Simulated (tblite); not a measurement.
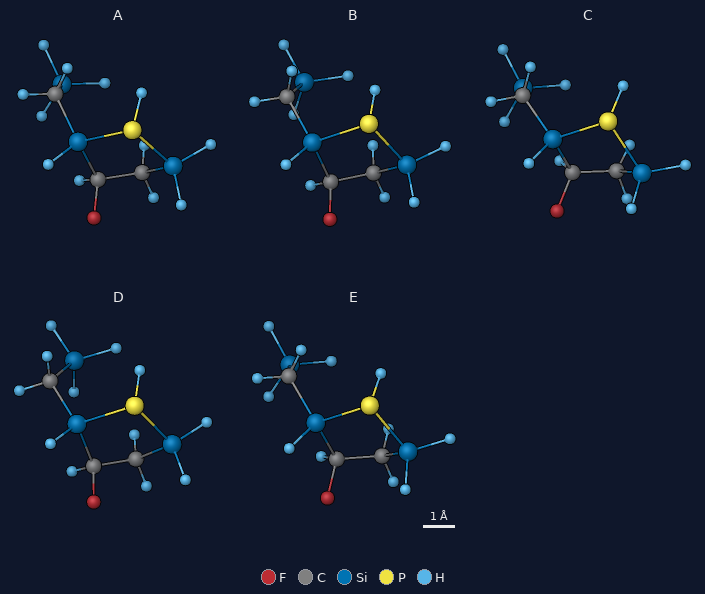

5 geometries from one relaxation of C₃H₁₂FPSi₃, in shuffled order. Style: ball-and-stick. Shown from a free direction.

Method: GFN2-xTB geometry optimisation, gas phase in tblite 0.8.0. 

Order the frames from highest to lowest energy.

C, E, A, B, D. They are steps 0, 55, 105, 132, 171, at +79.7 kJ/mol, +7.22 kJ/mol, +4.87 kJ/mol, +3.21 kJ/mol relative to the last. The energy falls by 79.7 kJ/mol in 171 geometry steps. The atom that moves furthest after the best rigid fit is an H atom (1.37 Å). By element the largest moves are H 1.37 Å, F 0.95 Å, Si 0.78 Å, C 0.55 Å, P 0.17 Å. Some distances before and after: C–Si 1.824 → 1.938 Å, H–P 1.458 → 1.383 Å, C–Si 1.843 → 1.905 Å, C–Si 1.865 → 1.918 Å. Bond angles that change, for instance: C–C–H 117.7° → 108.1°, Si–P–H 104.9° → 95.6°, C–Si–P 95.8° → 104.6°. Groups turn about C–Si by about 30°, C–Si by about 30°, P–Si by about 20°.
